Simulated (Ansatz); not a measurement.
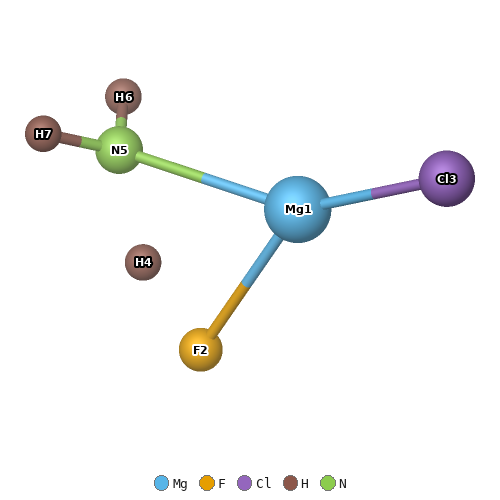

The system is the reacting system ClFH3MgN; the picture shows the reference structure. 
- The first coordinate is: distance F2–H4 (bond that forms); the second: distance H4–N5 (bond that breaks).
- Relaxed at each point: all other coordinates.
- Grid: 10 × 10 points.
- Points are written as (first, second).
- All energies are given in kcal/mol relative to the lowest grid point.
- The reference is spin-restricted, so regions where a bond is pulled apart into radicals lie too high.
- These are results of RKS CAM-B3LYP-D4/def2-SVP (Ansatz 0.2.0), not measurements.

Its coordinates:

```yaml
atoms:
  - { symbol: Mg, position_ang: [-0.1937, -1.2749, -0.5471] }
  - { symbol: F, position_ang: [-1.1260, -0.3469, 1.3976] }
  - { symbol: Cl, position_ang: [-0.1213, -3.0552, -1.8070] }
  - { symbol: H, position_ang: [-0.4249, 0.5324, 0.9570] }
  - { symbol: N, position_ang: [0.4269, 1.0418, 0.0615] }
  - { symbol: H, position_ang: [0.0836, 1.8362, -0.4741] }
  - { symbol: H, position_ang: [1.3555, 1.2666, 0.4122] }
```

Range: distance F2–H4 (bond that forms) from 0.819 to 2.019 Å; distance H4–N5 (bond that breaks) from 0.918 to 2.118 Å.

Predict the map.

Answer. The lowest grid point is at (2.019 Å, 0.995 Å). It lies at the edge of the scanned range, so the true minimum may lie outside. The highest grid point, (0.819 Å, 0.918 Å), lies 180 kcal/mol above the lowest.

```
second ↓, first →  0.819  0.896  1.002  1.123  1.254  1.395  1.542  1.695  1.855  2.019
            2.118     54     42     40     48     60     73     84     93     99    104
            1.954     53     40     37     43     54     64     74     81     87     91
            1.794     53     39     34     38     46     55     62     68     73     76
            1.641     54     38     31     32     38     44     50     54     58     60
            1.494     58     40     29     27     29     33     36     39     41     43
            1.353     66     44     30     23     21     22     23     24     25     26
            1.222     81     54     34     22     16     13     12     11     11     11
            1.101    105     72     45     27     16      9      6      3      2      1
            0.995    141    100     64     39     23     13      7      4      1      0
            0.918    180    132     89     58     37     24     16     12      9      7
```

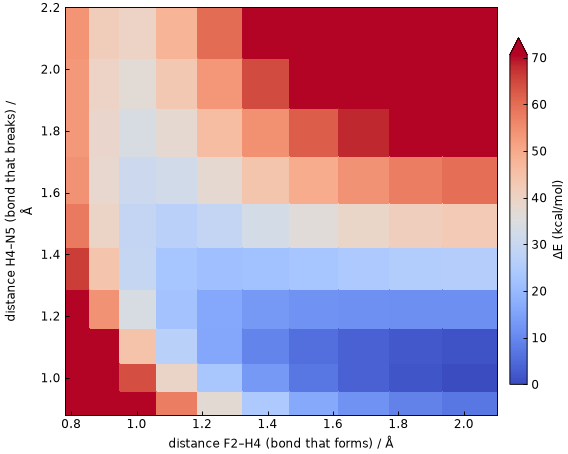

Drawn: one coloured cell a grid point, one colour for all values above the top of the scale.

The whole map (100 points run) took 22 min on 1 thread of Arm Neoverse V1, with other jobs on the host.
